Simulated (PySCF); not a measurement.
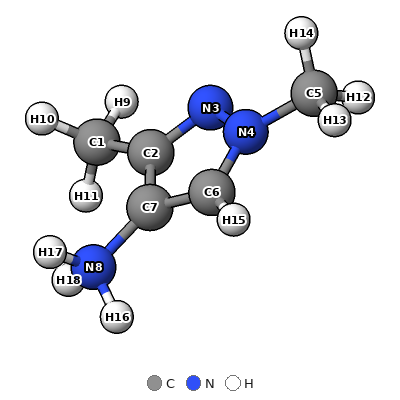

The molecule: C₅H₁₀N₃⁺, SMILES Cc1nn(C)cc1[NH3+].

GIAO shifts, PBE/pcSseg-1, PySCF 2.14.0, at a PBE0-D3(BJ)/def2-SVP geometry (no frequency check), against NH₃ for ¹⁵N and TMS for ¹³C computed at the same level (¹⁵N: a single molecule, while the usual scales start at liquid NH₃ or nitromethane; multiply bonded nitrogen can come out tens of ppm too deshielded). Gas phase, fully decoupled, line heights follow the number of nuclei, widths are arbitrary (no quadrupolar broadening); values of one conformer, averaged over methyl-type rotors and exact or near symmetry.

Question: Which ¹⁵N signals does it give?

Answer: 3 signals.


```csv
δ (ppm),nuclei,atoms
350.5,1,N3
240.4,1,N4
58.6,1,N8
```

Question: Predict the ¹³C spectrum.

Answer: 5 signals.


```csv
δ (ppm),nuclei,atoms
141.8,1,C2
124.7,1,C6
104.9,1,C7
42.3,1,C5
10.6,1,C1
```

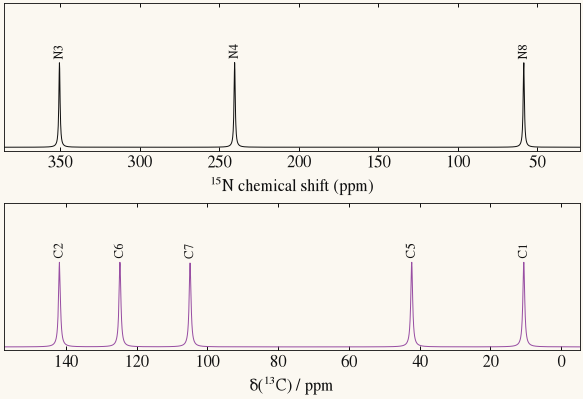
